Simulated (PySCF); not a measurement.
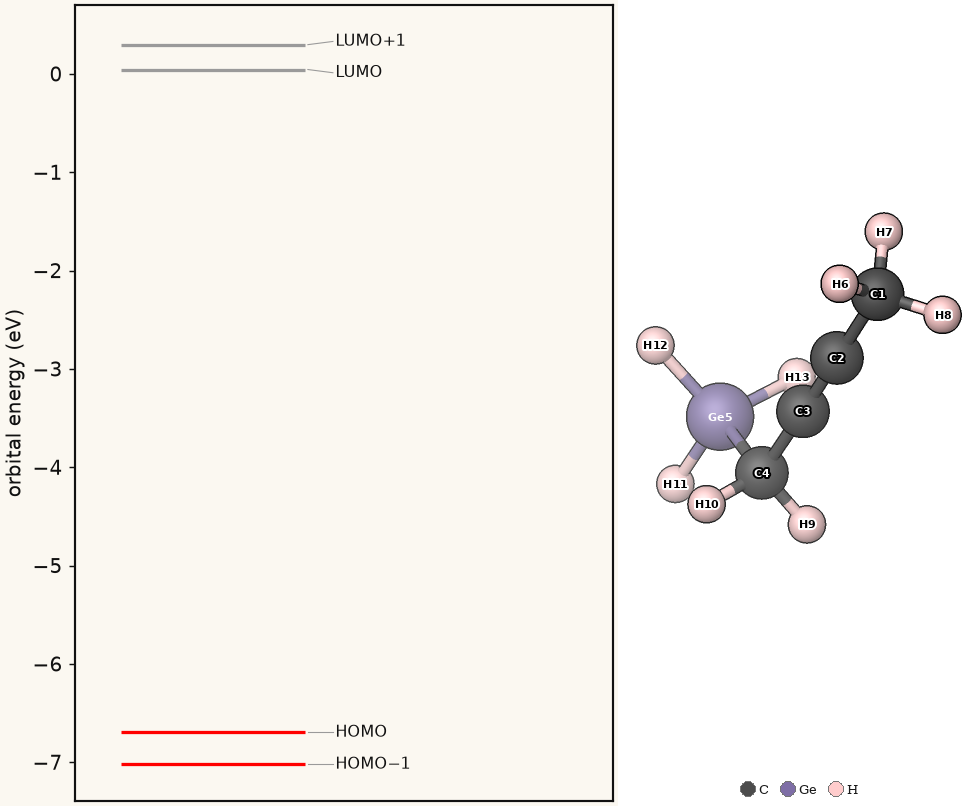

C₄H₈Ge, SMILES CC#C[CH2][GeH3], singlet. Kohn-Sham orbital energies near the frontier, B3LYP/def2-SVPD with PySCF, at a PBE0-D3(BJ)/def2-SVP geometry (no frequency check), isolated molecule; empty levels in grey, levels within 0.03 eV side by side.

Q: Where do the frontier orbitals lie?

A: HOMO at −6.70 eV, LUMO at 0.04 eV, 6.74 eV apart.

Q: How does −ε(HOMO) compare with the ΔSCF vertical ionisation energy at this level?

A: −ε(HOMO) is 6.70 eV, the ΔSCF value 8.89 eV; the orbital energy is 2.20 eV too shallow.

Q: List the levels with the atoms that carry most of them (a dash for levels above zero or within 0.03 eV of another, where shares mean little).

A:
| orbital | energy (eV) | Löwdin shares |
| --- | --- | --- |
| LUMO+1 | 0.30 | – |
| LUMO | 0.04 | – |
| HOMO | −6.70 | C2 34 %, C3 31 %, C4 11 % |
| HOMO−1 | −7.02 | C3 38 %, C2 37 %, C4 8 % |

Caveats: empty levels above zero depend strongly on the basis.
